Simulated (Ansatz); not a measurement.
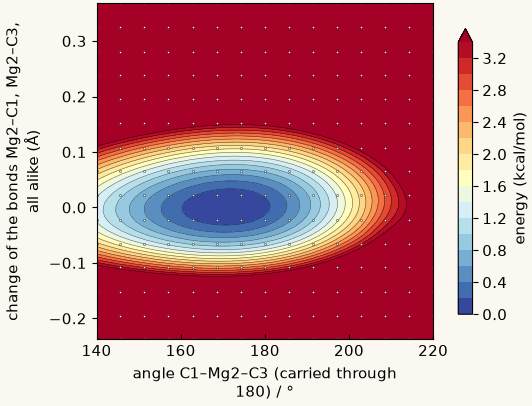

C2H5Mg, SMILES [CH2+][Mg][CH3], charge +1. 
- Coordinates scanned: (1) angle C1–Mg2–C3 (carried through 180); (2) change of the bonds Mg2–C1, Mg2–C3, all alike.
- Nothing is relaxed (all other coordinates rigid).
- The grid has 15 × 15 points.
- Points are written as (first, second).
- Energies: kcal/mol, counted from the relaxed molecule at the same level.
- Computed with Ansatz 0.2.0, RKS PBE0-D4/def2-SVP.

Drawn: filled contours, dots at the grid points, one colour for all values above the top of the scale. Between grid points the surface is interpolated.

> Where is the minimum, and how stiff is the well along each coordinate?

The interpolated minimum is at the first coordinate ≈ 171.3°, the second coordinate ≈ 0.000 Å. The curvatures there are about 0.53 eV/rad² and 16 eV/Å², with a cross term of about −0.2 eV/(rad·Å). Round the minimum the two coordinates are weakly coupled (coupling −0.06 in units of the two stiffnesses). (1 eV is 23.1 kcal/mol.)
